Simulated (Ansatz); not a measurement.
# InNH2Cl (SMILES [NH2][In][Cl]) at UPBE/def2-SVP (core potential)

What is the electronic atomisation energy of InNH2Cl at UPBE/def2-SVP (core potential)? 

The results are computed with Ansatz 0.2.0.

53 further runs of the same task are left out: 53 set aside as unsound or not needed.

## Step 1: Starting point

InNH2Cl has 5 atoms, charge 0, and is taken as a doublet. SMILES: `[NH2][In][Cl]`. Geometry: relaxed at PBE0-D4/def2-TZVP. This is one conformer, not always the lowest.

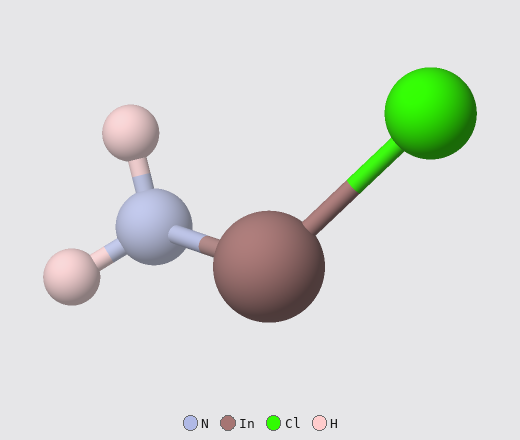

Viewed from a chosen angle; nitrogen light blue, indium brown, chlorine green, hydrogen pink.

## Step 2: A single-point energy at UPBE/def2-SVP (core potential)

Contents of input.yaml:

```yaml
basis:
  gaussian: {orbitals: def2-SVP}
crystal:
  periodic: [false, false, false]
  atoms:
    - {symbol: N, position_ang: [-0.142600, 0.808600, -0.493900]}
    - {symbol: In, position_ang: [-0.411600, -1.217800, -0.153300]}
    - {symbol: Cl, position_ang: [1.391500, -2.211500, 1.018700]}
    - {symbol: H, position_ang: [-0.999700, 1.283800, -0.756700]}
    - {symbol: H, position_ang: [0.212300, 1.263200, 0.343800]}
hamiltonian: {xc: pbe}
total_charge: 0
magnetization: {spin_polarized: true, initial_magnetization: 1}
accuracy: high
output: {orbitals: {seedname: orbitals}}
```

Run with:

```sh
$ ansatz run input.yaml --threads 1 --pin off --max-ram 3480MiB --events-out events.jsonl --progress --plain --runs-dir runs
```

Log:

```text
Warning: RAYON_NUM_THREADS=1 ignored (pool sized by the plan → 1); use --threads N
Functional definition: PBE
  name "PBE"
  parameter kappa = 0.804
  parameter beta = 0.06672455060314922
  exchange = pbe_x(kappa = kappa, mu = beta*pi^2/3)
  correlation = pbe_c(beta = beta)
1544 factors; integrals over basis functions are off by at most 3.3e-9 eV
mean field evaluation 1: about -19197.2484 eV, gradient 4.8e1 eV
mean field evaluation 2: about -19112.1234 eV, gradient 1.0e2 eV
mean field evaluation 4: about -19206.2488 eV, gradient 1.6e1 eV
mean field evaluation 8: about -19207.8974 eV, gradient 2.8e-1 eV
mean field evaluation 16: about -19207.8979 eV, gradient 1.8e-5 eV
mean field -19207.89788484 eV, -705.8772276872 hartree, gradient 4.8e-8 eV, S^2 0.752883; 1 other end points of the search recorded, 0 dependent functions left out
reference -19207.89788849 eV, -705.8772278210 hartree; 24, 23 occupied and 44, 45 virtual orbitals, 1544 factors
Total energy: -19207.89788849 eV, -705.8772278210 hartree
```

Wall time 7.8 s (1 thread of Arm Neoverse V1, shared host); peak memory 0.23 GiB.

## Step 3: The Cl atom at the same level

Contents of input.yaml:

```yaml
crystal:
  periodic: [false, false, false]
  atoms:
    - {symbol: Cl, position_ang: [0.000000, 0.000000, 0.000000]}
basis:
  gaussian: {orbitals: def2-SVP}
magnetization: {spin_polarized: true, initial_magnetization: 1}
hamiltonian: {xc: pbe}
accuracy: high
```

Run the same way, it converges to -459.79702 Eh (log not shown).

## Step 4: The H atom, same level

Contents of molecule.yaml:

```yaml
crystal:
  periodic: [false, false, false]
  atoms:
    - {symbol: H, position_ang: [0.000000, 0.000000, 0.000000]}
basis:
  gaussian:
    orbitals: def2-SVP
magnetization:
  spin_polarized: true
  initial_magnetization: 1
hamiltonian:
  xc: pbe
accuracy: high
```

Run the same way, it converges to -0.49863 Eh (log not shown).

## Step 5: The In atom

Contents of input.yaml:

```yaml
crystal:
  periodic: [false, false, false]
  atoms:
    - {symbol: In, position_ang: [0.000000, 0.000000, 0.000000]}
basis:
  gaussian:
    orbitals: def2-SVP
magnetization:
  spin_polarized: true
  initial_magnetization: 1
hamiltonian:
  xc: pbe
accuracy: high
```

Run the same way, it converges to -190.11196 Eh (log not shown).

## Step 6: The N atom at the same level

Contents of in.yaml:

```yaml
crystal:
  periodic: [false, false, false]
  atoms:
    - {symbol: "N", position_ang: [0.000000, 0.000000, 0.000000]}
basis:
  gaussian:
    orbitals: def2-SVP
magnetization:
  spin_polarized: true
  initial_magnetization: 3
hamiltonian:
  xc: pbe
accuracy: high
```

Run the same way, it converges to -54.46658 Eh (log not shown).

## Step 7: Outcome

At UPBE/def2-SVP (core potential):

| quantity | value |
| --- | --- |
| molecule: total energy | -705.87723 Eh |
| molecule: HOMO energy (highest over α and β) | -5.18 eV |
| molecule: LUMO energy (lowest over α and β) | -4.31 eV |
| molecule: ⟨S²⟩ | 0.753 |
| Cl atom: total energy | -459.79702 Eh |
| Cl atom: ⟨S²⟩ | 0.752 |
| H atom: total energy | -0.49863 Eh |
| H atom: ⟨S²⟩ | 0.750 |
| In atom: total energy | -190.11196 Eh |
| In atom: ⟨S²⟩ | 0.752 |
| N atom: total energy | -54.46658 Eh |
| N atom: ⟨S²⟩ | 3.752 |
| electronic atomisation energy | 13.726 eV |

Taking the molecule apart into free atoms costs 13.73 eV (317 kcal/mol), before zero-point energy and without spin-orbit coupling.
